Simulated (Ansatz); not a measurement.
Structure of Si:

```cif
data_structure
_symmetry_space_group_name_H-M 'Fd-3m:1'
_symmetry_Int_Tables_number 227
_cell_length_a 5.4667
_cell_length_b 5.4667
_cell_length_c 5.4667
_cell_angle_alpha 90.000
_cell_angle_beta 90.000
_cell_angle_gamma 90.000
_cell_volume 163.37
loop_
_atom_site_label
_atom_site_type_symbol
_atom_site_symmetry_multiplicity
_atom_site_Wyckoff_symbol
_atom_site_fract_x
_atom_site_fract_y
_atom_site_fract_z
_atom_site_occupancy
Si1 Si 8 b 0.50000 0.00000 0.00000 1
```

Basis of the simulation: the end point of a relaxation (final pressure about -1.2 GPa) with DFT, PAW plane waves, r2scan (Ansatz 0.2.0); the starting structure was generated, so it need not be a known form of this composition.

> Predict the first 2 clear peaks of the X-ray G(r) with σ = 0.12 Å, and name the atom pairs.

1. 2.36 Å: Si–Si at 2.37 Å
2. 3.87 Å: Si–Si at 3.87 Å

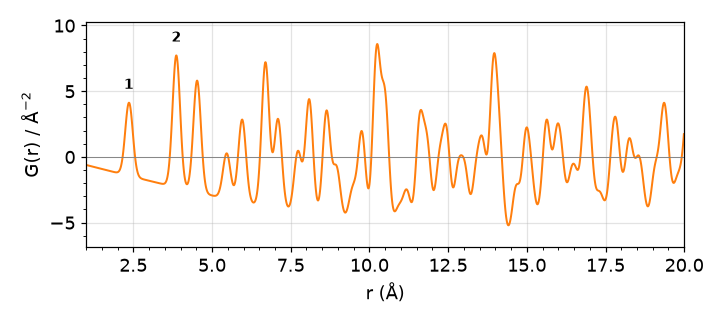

Simulated X-ray pair distribution function, G(r) = R(r)/r − 4πρ₀r, summed over the atomic distances of the structure with each pair weighted by the product of the atomic numbers (X-ray weights at Q = 0); every distance is a Gaussian of σ = 0.12 Å, damped by exp(−(Q_damp r)²/2) with Q_damp = 0.060 Å⁻¹.
